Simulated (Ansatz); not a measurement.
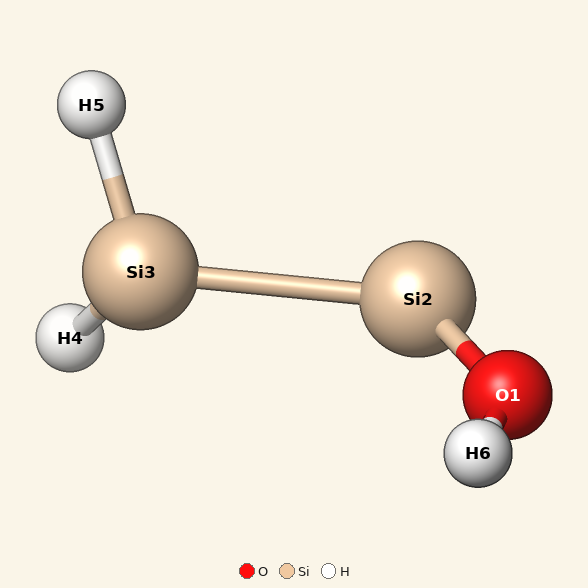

The atoms are numbered. State: charge +1, singlet. The geometry was computed by an optimisation with PBE-D4/def2-SVP. No frequency run is at hand to confirm it as a minimum.

### What is the geometry at O1?

O1 has 2 neighbours (Si2 at 1.62, H6 at 0.98 Å); the arrangement is bent.

### How are the neighbours of atom 2 arranged?

Si2 has 2 neighbours (O1 at 1.62, Si3 at 2.42 Å); the arrangement is bent.

### What is the geometry at Si3?

Si3 has 3 neighbours (Si2 at 2.42, H4 at 1.51, H5 at 1.51 Å); the arrangement is trigonal pyramidal.
